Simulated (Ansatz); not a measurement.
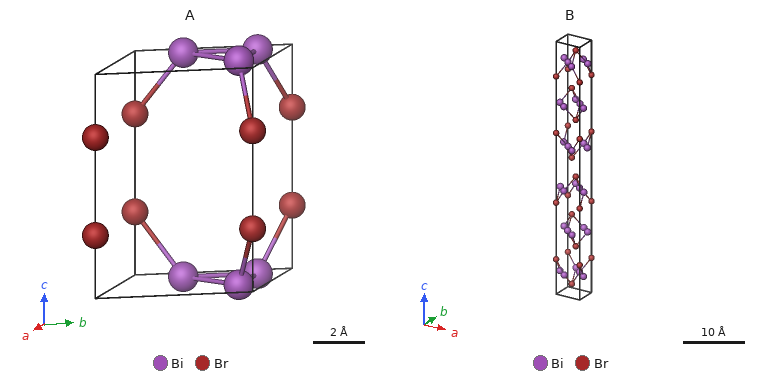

Two structures of Bi3Br2, each relaxed to rest (conventional cells in solid outline, small ones repeated, not to one scale). Method: Ansatz 0.2.0, DFT PBE, scalar-relativistic, plane waves, PAW, without spin polarisation.

### Name structures A and B.

A: 5 atoms a cell on a primitive hexagonal lattice, P-6m2. B: 30 atoms a cell on a rhombohedral (trigonal R) lattice, R-3c.

### Which has the lower energy, and by how much?

B is lower, by 149 meV/atom at this level of theory (energies at zero smearing). Volumes: A 65.1, B 43.3 Å³/atom.

One or both may be structure types tried for this composition rather than known phases.
